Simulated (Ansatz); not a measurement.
# How InPd (Pm-3m) expands on warming, part 2 of 2

Aim: the lattice, expansion, heat capacity and bulk modulus of InPd as it warms. The starting cell is a computed one from a database.

Ansatz 0.2.0; DFT LDA, scalar-relativistic, plane waves, PAW.

So far. Step 2 (A first coarse run): The start is under -6.8 GPa at this level and looks like a metal on this mesh. Step 4 (Tight relaxation): The residual pressure is -1.5e-4 GPa, small enough for phonons. The relaxed cell has a = 3.214 Å (conventional setting).

### Step 6. Phonons on strained cells

Thermal expansion follows from how the free energy of the vibrations (and of the electrons in a metal) changes with strain, so the program makes strained cells, their phonons and a fit in one run.

input.yaml reads:

```yaml
crystal:
  lattice:
    - [3.2142779281, 0.0, 0.0]
    - [0.0, 3.2142779281, 0.0]
    - [0.0, 0.0, 3.2142779281]
  atoms:
    - { symbol: In, position: [0.0, 0.0, 0.0] }
    - { symbol: Pd, position: [0.5, 0.5, 0.5] }
kpoints:
  mp_grid: { grid: [16, 16, 16] }
hamiltonian:
  xc: lda
scf:
  occupations: { method: methfessel_paxton, width: 0.2 }
  lower_state_search: "off"
output:
  eigenvalues: true
phonons:
  method: dfpt
  qmesh: [4, 4, 4]
  temperatures: { t_max: 650.0, t_step: 50 }
  thermal_expansion: {}
```

Run with:

```console
$ ansatz run input.yaml --threads 8 --pin off --max-ram 16384MiB --backend cpu --events-out ev --progress --plain --runs-dir out
```

Numbers of over 12 decimals in the logs are rounded to 6 here.

Output:

```text
[...]
Crystal: 2 atoms, lattice volume = 33.209 Å³
Basis set: ecut = 487.2 eV, 799 PW (Γ), exchange–correlation on 48×48×48 points (8 copies of the dense FFT grid, shifted against one another)
Bands: 20, of which v1, the nominal top of the filled ones, is band 16 counted from 1 (15 counted from 0)
Symmetry: 48 space group operations
[...]
k-points: 165 of 4096
[...]
SCF iter   1: F=—  HF=-12302.844268 eV  |F-HF|=—  |Δ(HF+E_count)|=         —  Δρ=1.16e-2  dr2=3.73e-2  ethr=1.77e-3  ⟨swp⟩=5.3  Hψ=14663  notcnv=0
[...]
SCF iter   7: F=-12302.834603 eV  HF=-12302.834603 eV  |F-HF|=7.28e-12  |Δ(HF+E_count)|=  1.20e-10  S|Δr|=    0.00e0  Δρ=2.53e-7  dr2=1.08e-11  ethr=1.00e-12  ⟨swp⟩=5.3  Hψ=16975  notcnv=0
SCF 1 converged in 7 iterations: F = -12302.834603 eV  dr2 = 1.08e-11
[...]
relax step   1: F+E_penalty+E_count = -12302.83460269 eV  Δ(F+E_penalty+E_count) = +0.000e0 eV  max|allowed force component| = 2.518e-29 eV/Å  Δτ_max = 0.0000 Å  (7 SCF iters, accepted)
SCF converged after 7 iterations
[...]
Free energy (F): -12302.834603 eV
[...]
Internal energy: -12302.834766 eV  (E = F + TS)
E sigma→0 (E₀):  -12302.834644 eV
Entropy (-TS):   0.000163 eV (0.082 meV/atom)
Fermi energy:    17.600342 eV
[...]
--- Stress (GPa, compression-positive) ---
       -0.022562       0.000000       0.000000
        0.000000      -0.022562       0.000000
        0.000000       0.000000      -0.022562
  P = ⅓ Tr σ = -0.0226 GPa (-0.226 kbar)
--- Band table (eV; the first three rows and the last of 165) ---
  k-point 0: bands = [... 12 lower, 15.1597, 15.1597, 15.1597, 21.7785, 21.7785, 21.7785, 27.4316, 28.6323]
  k-point 1: bands = [... 12 lower, 15.1055, 15.1055, 15.1559, 21.3210, 21.9144, 21.9144, 27.6642, 28.6012]
  k-point 2: bands = [... 12 lower, 14.9592, 14.9592, 15.1452, 20.2810, 22.3055, 22.3055, 27.8668, 28.5109]
  k-point 164: bands = [... 12 lower, 15.8308, 15.8308, 17.4880, 21.4417, 21.4417, 21.4417, 22.1708, 22.1708]
── thermal expansion: 3 new cells, 3 in all ──
thermal expansion: relaxation of cell 2
thermal expansion: relaxation of cell 3
── thermal expansion: 2 new cells, 5 in all ──
thermal expansion: relaxation of cell 4
thermal expansion: electrons of cell 4
thermal expansion: phonons of cell 4
WARN: thermal expansion, phonons of cell 4: eigensolver did not converge (k=43): 1 band(s) unlocked after 20 sweeps at ethr=1.00e-12 eV (lowest unlocked band 19, counted from 0; max residual 5.42e-6 eV among the unlocked bands, 5.42e-6 eV over every band)
thermal expansion: relaxation of cell 5
thermal expansion: electrons of cell 1
thermal expansion: electrons of cell 2
thermal expansion: electrons of cell 3
thermal expansion: electrons of cell 5
thermal expansion: phonons of cell 5
[...]
── thermal expansion: 5 new cells, 10 in all ──
thermal expansion: relaxation of cell 6
thermal expansion: relaxation of cell 7
thermal expansion: relaxation of cell 8
thermal expansion: relaxation of cell 9
thermal expansion: relaxation of cell 10
thermal expansion: electrons of cell 6
thermal expansion: electrons of cell 7
thermal expansion: electrons of cell 8
thermal expansion: electrons of cell 9
thermal expansion: electrons of cell 10
thermal expansion: phonons of cell 6
[...]
thermal expansion: phonons of cell 7
[...]
WARN: thermal expansion: eigensolver_not_converged in the phonons of 4 cells: 4, 5, 6, 7
--- Relaxed structure (1 steps of the walk, 1 accepted, 0 SCFs on fresh bases) ---
  F+E_penalty+E_count = -12302.83460269 eV   max|allowed force component| = 2.518e-29 eV/Å
  atoms:
    - { symbol: In, position: [0.0, 0.0, 0.0] }
    - { symbol: Pd, position: [0.5, 0.5, 0.5] }
--- Thermal expansion: 10 cells in 3 rounds, 0 GPa ---
  no lower state was looked for at cell 4: scf.lower_state_search: off
  without vibrations: a 3.21406, b 3.21406, c 3.21406 Å, V 33.2019 Å³, B 151.64 GPa
  at 0 K: a 3.21819, b 3.21819, c 3.21819 Å, V 33.3300 Å³, B 149.40 GPa
  zero-point expansion: a +0.128, b +0.128, c +0.128, V +0.386 %
      T/K        a/Å        b/Å        c/Å       V/Å³ | expansion of a, b, c, V (1e-6/K)   | that of V in the mean from 25 °C | C_P, C_V (J/mol K of the cell) | B_T, B_S (GPa)
     0.00    3.21819    3.21819    3.21819    33.3300 |    0.00    0.00    0.00    0.00 |   43.46 |     0.000     0.000 |   149.40   149.40
   100.00    3.22083    3.22083    3.22083    33.4120 |   14.81   14.81   14.81   44.43 |   53.14 |    41.113    40.534 |   145.74   147.82
   200.00    3.22622    3.22622    3.22622    33.5801 |   18.03   18.03   18.03   54.10 |   56.56 |    49.205    47.552 |   139.64   144.50
   298.15    3.23221    3.23221    3.23221    33.7675 |   19.72   19.72   19.72   59.17 |       - |    52.020    49.196 |   133.03   140.67
   350.00    3.23559    3.23559    3.23559    33.8735 |   20.58   20.58   20.58   61.74 |   60.54 |    53.146    49.628 |   129.30   138.46
   450.00    3.24254    3.24254    3.24254    34.0923 |   22.39   22.39   22.39   67.16 |   63.34 |    55.227    50.162 |   121.57   133.85
   550.00    3.25015    3.25015    3.25015    34.3329 |   24.59   24.59   24.59   73.76 |   66.48 |    57.511    50.516 |   113.08   128.74
   650.00    3.25859    3.25859    3.25859    34.6011 |   27.43   27.43   27.43   82.29 |   70.16 |    60.296    50.787 |   103.67   123.08
  the static fit leaves 0.001 meV an atom of the energies and, of the stresses, 0.000 GPa of each cell's largest along a strain (root mean squares over the cells), whose Pulay part it has at -0.019 GPa
  vibrations' free energy: its fit passes through its cells
  the electrons' free energy at temperature is in it; its fit leaves 0.0071 meV an atom at the most
  free energies summed between the sampled wave vectors
  estimated error of the fitted expansion in any direction: up to 0.149e-6/K, at 650 K, with few degrees of freedom (an estimate, not a bound: it was exceeded on models of known expansion)
  by sums over the sampled wave vectors an expansion of the volume parts by up to 0.71e-6/K
  by a static energy of one degree less an expansion of the volume parts by up to 0.21e-6/K
  eigensolver_not_converged in the phonons of 4 cells: 4, 5, 6, 7
```

Elapsed: 34 min, on 8 threads of Arm Neoverse V2, shared host; peak memory 4.6 GiB; 4.3 h of CPU time.

This step gave:

| Item | Value |
| --- | --- |
| pressure | -0.02256 GPa |
| volume expansion coefficient at 298 K | 59.17 1e-6/K |
| C_P at 298 K | 26.01 J/mol-atom/K |
| entropy at 298 K | 45.26 J/mol-atom/K |
| isothermal bulk modulus at 298 K | 133.0 GPa |
| Grüneisen parameter at 298 K | 3.254 |
| volume at 298 K | 16.88 Å³/atom |
| principal linear expansion coefficients at 298 K | 19.72, 19.72, 19.72 1e-6/K |

Strained cells of the study; zero-point energy where phonons were solved; the pressures are stresses at a fixed cutoff and can carry an offset from the finite basis. Expansion cells, by row:

```tsv
cell	|a| (Å)	|b| (Å)	|c| (Å)	V (Å³/atom)	E - E_lowest (meV/atom)	pressure, compression positive (GPa)	gap (eV)	zero-point energy (meV/atom)
1	3.214	3.214	3.214	16.6	0	-0.041	-	-
2	3.24	3.24	3.24	17.01	4.399	-3.412	-	-
3	3.189	3.189	3.189	16.21	4.553	3.824	-	-
4	3.215	3.215	3.215	16.61	0.001	-0.072	-	20.28
5	3.231	3.231	3.231	16.86	1.803	-2.235	-	19.38
6	3.251	3.251	3.251	17.18	8.941	-4.742	-	18.25
7	3.27	3.27	3.27	17.48	19.55	-6.736	-	17.25
8	3.183	3.183	3.183	16.12	7.106	4.844	-	-
9	3.199	3.199	3.199	16.36	1.702	2.284	-	-
10	3.296	3.296	3.296	17.9	40.61	-9.182	-	-
```

Quasi-harmonic; a, b, c are the run's own cell vectors. Expansion, by row:

```tsv
T (K)	a (Å)	b (Å)	c (Å)	alpha (deg)	beta (deg)	gamma (deg)	cell volume (Å³/cell)	alpha_a (1e-6/K)	alpha_b (1e-6/K)	alpha_c (1e-6/K)	alpha_V (1e-6/K)	C_P (J/mol-atom/K)	C_V (J/mol-atom/K)	S (J/mol-atom/K)	B_T (GPa)	B_S (GPa)	Grueneisen	extrapolation	fit error (1e-6/K)
0	3.218	3.218	3.218	90	90	90	33.33	0	0	0	0	0	0	0	149.4	149.4	-	0	0
50	3.219	3.219	3.219	90	90	90	33.35	9.32	9.32	9.32	27.96	12.62	12.56	7.617	148.3	149	3.317	0	0.01
100	3.221	3.221	3.221	90	90	90	33.41	14.81	14.81	14.81	44.43	20.56	20.27	19.32	145.7	147.8	3.214	0	0.02
150	3.223	3.223	3.223	90	90	90	33.49	16.87	16.87	16.87	50.6	23.3	22.75	28.25	142.8	146.2	3.203	0	0.03
200	3.226	3.226	3.226	90	90	90	33.58	18.03	18.03	18.03	54.1	24.6	23.78	35.15	139.6	144.5	3.213	0	0.03
250	3.229	3.229	3.229	90	90	90	33.67	18.93	18.93	18.93	56.8	25.41	24.3	40.73	136.3	142.6	3.232	0	0.02
298.1	3.232	3.232	3.232	90	90	90	33.77	19.72	19.72	19.72	59.17	26.01	24.6	45.26	133	140.7	3.254	0	0.02
300	3.232	3.232	3.232	90	90	90	33.77	19.75	19.75	19.75	59.26	26.03	24.61	45.42	132.9	140.6	3.255	0	0.02
350	3.236	3.236	3.236	90	90	90	33.87	20.58	20.58	20.58	61.74	26.57	24.81	49.48	129.3	138.5	3.281	0	0.04
400	3.239	3.239	3.239	90	90	90	33.98	21.45	21.45	21.45	64.34	27.09	24.96	53.06	125.5	136.2	3.31	0	0.06
450	3.243	3.243	3.243	90	90	90	34.09	22.39	22.39	22.39	67.16	27.61	25.08	56.28	121.6	133.8	3.342	0	0.09
500	3.246	3.246	3.246	90	90	90	34.21	23.42	23.42	23.42	70.27	28.16	25.18	59.22	117.4	131.4	3.376	0	0.1
550	3.25	3.25	3.25	90	90	90	34.33	24.59	24.59	24.59	73.76	28.76	25.26	61.93	113.1	128.7	3.414	0	0.1
600	3.254	3.254	3.254	90	90	90	34.46	25.91	25.91	25.91	77.72	29.41	25.33	64.46	108.5	126	3.455	0	0.04
650	3.259	3.259	3.259	90	90	90	34.6	27.43	27.43	27.43	82.29	30.15	25.39	66.84	103.7	123.1	3.5	0	0.15
```

Expansion coefficient against temperature; values in 1e-6/K:

```tsv
temperature (K)	volume	principal 1
0	0	0
50	28.0	9.32
100	44.4	14.8
150	50.6	16.9
200	54.1	18.0
250	56.8	18.9
298	59.2	19.7
300	59.3	19.8
350	61.7	20.6
400	64.3	21.4
450	67.2	22.4
500	70.3	23.4
550	73.8	24.6
600	77.7	25.9
650	82.3	27.4
```

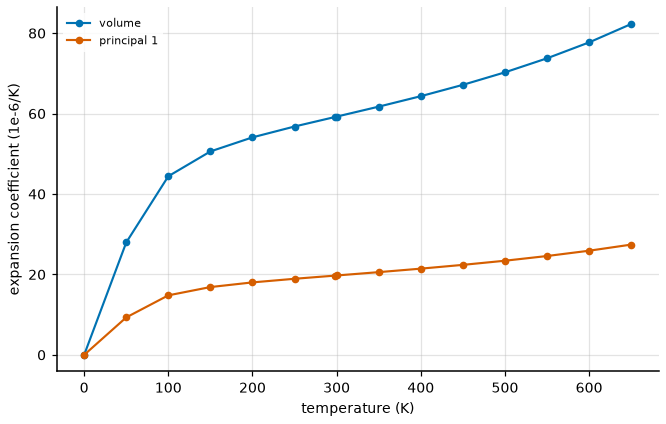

Expansion coefficient against temperature.

At 298 K the volume expansion is 59.2 × 10⁻⁶/K and B_T is 133 GPa. The program raised the cutoff to 487.2 eV by itself: with no cutoff typed, the study takes about 1.16 times the default for its relaxations and scales it with the volume for the phonons.

### Step 7. What came out

| Property | Result |
| --- | --- |
| settings of these figures | LDA, 487.2 eV, k 16×16×16, q 4×4×4 |
| volume expansion coefficient at 298 K | 59.17 1e-6/K |
| C_P at 298 K | 26.01 J/mol-atom/K |
| entropy at 298 K | 45.26 J/mol-atom/K |
| isothermal bulk modulus at 298 K | 133.0 GPa |
| Grüneisen parameter at 298 K | 3.254 |
| volume at 298 K | 16.88 Å³/atom |
| principal linear expansion coefficients at 298 K | 19.72, 19.72, 19.72 1e-6/K |

What this shows: Near room temperature InPd expands by 59.2 × 10⁻⁶/K in volume by LDA, with C_P = 26.0 J/(mol K) per mole of atoms and B_T = 133 GPa. C_P at room temperature is 104 % of the classical 3R an atom; C_V is 99 %, and the rest is expansion work. In this metal the study includes the electrons' free energy, which adds a term that grows with temperature, so the heat capacities need not level off at 3R. The log notes that a few bands missed the eigensolver's threshold in the phonon runs. The PAW files were made for PBE and are used here under another functional, for which the program regenerates the frozen cores.

[Logs are printed without paths, hosts, clocks, repeated set-up lines and the standing remarks that a program may print on its own settings, such as how far it seeks lower states.]

[Hosts, paths, dates, database ids (printed as entryN), source tags and the programs' standing remarks are cut or masked in the printed files.]

[A step with changed settings may run another functional than the one named; its input shows which.]
